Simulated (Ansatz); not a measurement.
# A computed series for Hf: response to strain

Base system: Hf in the hcp (Mg type) structure (space group P6_3/mmc, No. 194; a = 3.1983 Å, c = 5.0488 Å; relaxed with 0.1 eV smearing). Axes: x lies along a and z along c of the hexagonal cell.

Strains are applied to the cell and any free atomic positions relax.

Level of theory: plane-wave PAW DFT at the r2SCAN level (Ansatz, a first-principles code, 500 eV), without spin-orbit coupling.

Notes on the quantities. energy relative to the base: free energy F.

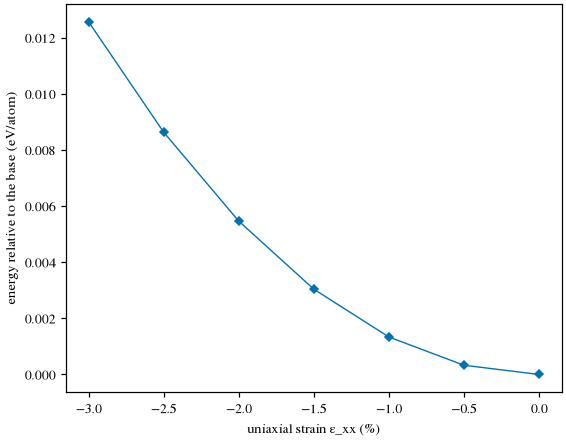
Figure: Energy relative to the base against uniaxial strain ε_xx

```
uniaxial strain ε_xx (%)  energy relative to the base
------------------------  ---------------------------
-3                                       +13 meV/atom
-2.5                                    +8.6 meV/atom
-2                                      +5.5 meV/atom
-1.5                                    +3.0 meV/atom
-1                                      +1.3 meV/atom
-0.5                                    +0.3 meV/atom
```

Stability against distortions was not tested. All final runs are without spin polarisation.
